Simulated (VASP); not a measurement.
Band structure of YP (space group I4_1md). Computed with PBE GGA, VASP's PBE PAW potentials (set 64) (plane waves; VASP 6.6.1).

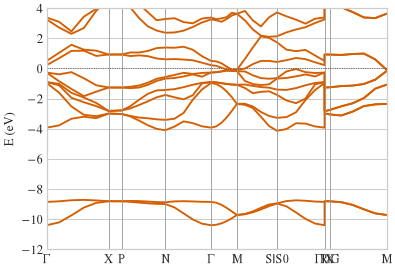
*Bands along high-symmetry lines, zero at the valence-band maximum or, without a gap, the Fermi level*

Question: Read the plot: is there a gap, and where are the band edges?

Answer: It has no gap at this level: it comes out as a metal or semimetal.

The structure was generated: YP was put into an ordered model structure, which need not be its known phase. The cell was not relaxed at this level. The k-mesh is coarse (spacing up to 0.39 per Å, 2π included), so the numbers may not be converged in it.
